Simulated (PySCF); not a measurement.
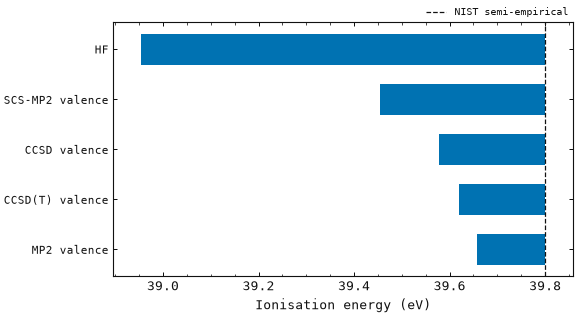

The ionisation energy of an atom or ion with 15 electrons in the configuration [Ne] 3s² 3p³ by several methods. PySCF, x2c-QZVPPall plus 1 diffuse shell for each l, spin-free X2C-1e, unrestricted single determinants, no spin-orbit coupling. Methods marked “valence” freeze 10 core electrons.

Which atom or ion is it?

Cl²⁺. The values run from 38.955 eV (HF) to 39.657 eV (MP2 valence). The NIST semi-empirical value is 39.80 ± 0.1 eV; nearest to it come MP2 valence (−0.143) and CCSD(T) valence (−0.180), furthest HF (−0.845 eV).

Note: spin-orbit shift not estimated.
